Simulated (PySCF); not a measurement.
Zn(Et)(SH), SMILES C[CH2][Zn][SH] (C2H6SZn), singlet at its CAM-B3LYP/def2-SVP optimised geometry (Å):

```
10

Zn     0.7259    -0.4066     0.0000
C     -1.2206    -0.4000     0.0013
C     -1.8781     0.9385     0.3487
H     -1.5557    -1.1797     0.7062
H     -1.5557    -0.7391    -0.9935
H     -1.5967     1.7355    -0.3575
H     -1.5995     1.2893     1.3549
H     -2.9788     0.8699     0.3290
S      2.9117    -0.4066     0.0000
H      2.9788    -1.7355    -0.2351
```

Level of theory: CAM-B3LYP/def2-TZVP (PySCF 2.14.0). Cells within 0.4 Å of a nucleus heavier than hydrogen are left out (blank, or x).

Map of the Laplacian of the electron density (e/bohr⁵), clipped to [-1.50, 1.50] on the plane z = 0.0 Å:

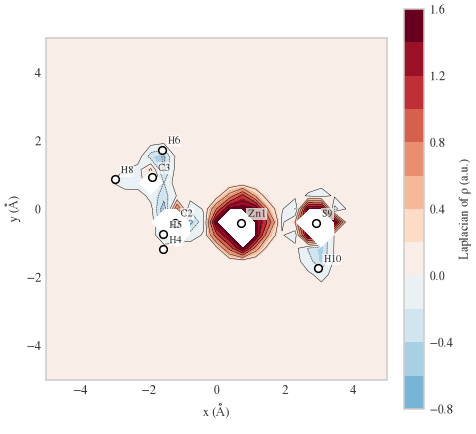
Figure. Laplacian of the electron density (e/bohr⁵), clipped to [-1.50, 1.50] on the plane z = 0.0 Å.
